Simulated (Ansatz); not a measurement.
A series of calculations on GaH₃

### Relaxation

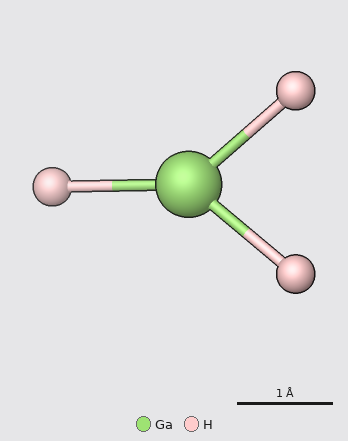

Starting structure of GaH$_{3}$. Style: ball-and-stick. Shown from a free direction.

The run prepares an end point of a later path (reaction) calculation, from a guessed geometry.

Level of theory: RKS revPBE-D4/def2-mTZVP in Ansatz 0.2.0.

The input:
```yaml
crystal:
  periodic: [false, false, false]
  atoms:
    - { symbol: Ga, position_ang: [0.203313, 0.0, 0.117393] }
    - { symbol: H, position_ang: [0.775668, 0.0, 1.562879] }
    - { symbol: H, position_ang: [1.74133, 0.0, -0.109589] }
    - { symbol: H, position_ang: [-1.14171, 0.0, -0.659183] }
basis:
  gaussian: { orbitals: def2-mTZVP }
hamiltonian:
  xc: revpbe
  dispersion: d4
relax:
  f_tol: 0.03
  max_steps: 50
output:
  orbitals: {}
```

Launched with:
```bash
ansatz run input.yaml --threads 1 --pin off --max-ram 2048MiB --backend cpu --events-out ev --progress --plain --runs-dir out
```

Question: Where does the relaxation end?

Answer: The largest moves after the best rigid fit, 0.46 Å, are those of H2 and H3. By element the largest moves are H 0.46 Å, Ga 0.22 Å. Some distances before and after: Ga1–H2 1.555 → 1.585 Å. Bond angles that change, for instance: H2–Ga1–H3 76.8° → 120.0°, H2–Ga1–H4 141.6° → 120.0°. Over 4 geometry steps the energy falls by 85.6 kJ/mol. Largest force component: 1.8 eV/Å at the start, 0.004 eV/Å at the end.

History of the run:

| step | E − E(0), kJ/mol | largest force component, eV/Å |
| --- | --- | --- |
| 0 | 0.00 | 1.7679 |
| 1 | -56.23 | 0.8706 |
| 2 | -81.71 | 0.5638 |
| 3 | -85.09 | 0.2208 |
| 4 | -85.58 | 0.0040 |

The structure at the end:

```xyz
4

Ga    0.3945    0.0000    0.2278
H     0.3950    0.0000    1.8129
H     1.7675    0.0000   -0.5643
H    -0.9784    0.0000   -0.5649
```

The end point in the same view:

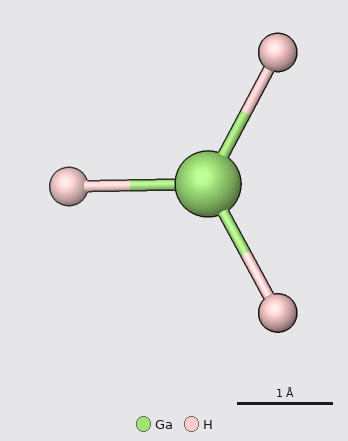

### Relaxation

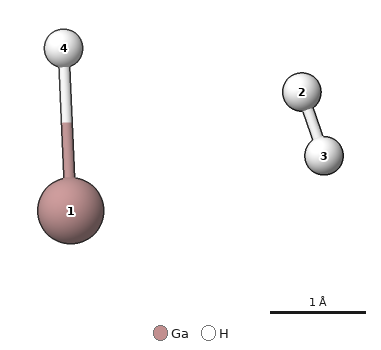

This is the input geometry for a relaxation of GaH3. Style: ball-and-stick. Shown at a tilt.

The run prepares an end point of a later path (reaction) calculation, from a guessed geometry.

Computed with RKS revPBE-D4/def2-mTZVP (Ansatz 0.2.0).

Input
```yaml
crystal:
  periodic: [false, false, false]
  atoms:
    - { symbol: Ga, position_ang: [-0.055002, -4.0e-06, -1.257609] }
    - { symbol: H, position_ang: [1.105049, -9.0e-06, 1.25722] }
    - { symbol: H, position_ang: [1.708429, 9.0e-06, 0.879551] }
    - { symbol: H, position_ang: [-1.179875, 4.0e-06, 0.032338] }
basis:
  gaussian: { orbitals: def2-mTZVP }
hamiltonian:
  xc: revpbe
  dispersion: d4
relax:
  f_tol: 0.03
  max_steps: 50
output:
  orbitals: {}
```

Run as
```bash
ansatz run input.yaml --threads 1 --pin off --max-ram 2048MiB --backend cpu --events-out ev --progress --plain --runs-dir out
```

Where does the relaxation end?

Answer. Over 3 geometry steps the energy falls by 0.032 eV. Largest force component: 1.3 eV/Å at the start, 0.0054 eV/Å at the end. The largest move after the best rigid fit is that of H3, 0.044 Å. By element the largest moves are H 0.044 Å, Ga 0.043 Å. Among the contacts that change: H2–H3 0.712 → 0.753 Å.

The structure at the end:

```xyz
4

Ga   -0.0846    0.0000   -1.2888
H     1.0952    0.0000    1.2740
H     1.7481    0.0000    0.8991
H    -1.1801    0.0000    0.0271
```

Limits of the set-up: the start holds two separate molecules, 2.6 Å apart at their closest, whose relative position is a soft coordinate.

### Path

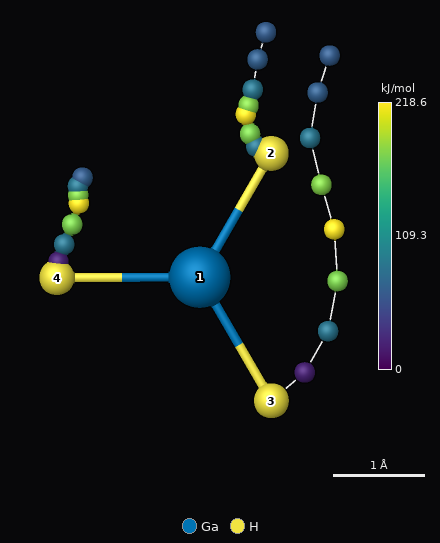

A nudged-elastic-band calculation for GaH3. Images are numbered from 0 (start) to 8 (end). The start is drawn whole; smaller spheres mark the moving atoms (H) in the later images, joined by lines and coloured by the energy of the image relative to the start. The picture is a ball-and-stick view, seen face on.

Level of theory: RKS revPBE-D4/def2-mTZVP in Ansatz. Settings: 7 movable images; climbing image; force threshold 0.05 eV/Å; iteration limit 60; starting path through a guess of the saddle point.

> What moves, how far, and at what cost in energy?

Breaking: Ga1–H2 (1.59 → 1.88 at the top → 2.82 Å), Ga1–H3 (1.59 → 1.58 at the top → 2.85 Å). Forming: H2–H3 (2.74 → 1.61 at the top → 0.75 Å). Forward barrier 218.6 kJ/mol, backward barrier 154.8 kJ/mol, with image 4 at the top; the reaction energy is +63.8 kJ/mol. The band converged in 10 iterations, with a climbing image at the top. At the top, the vibrational analysis gives one imaginary mode (933i cm⁻¹), as a transition state must have.

The run took 53 s on 1 thread of Arm Neoverse V1, on a shared host, peak memory 0.089 GiB.
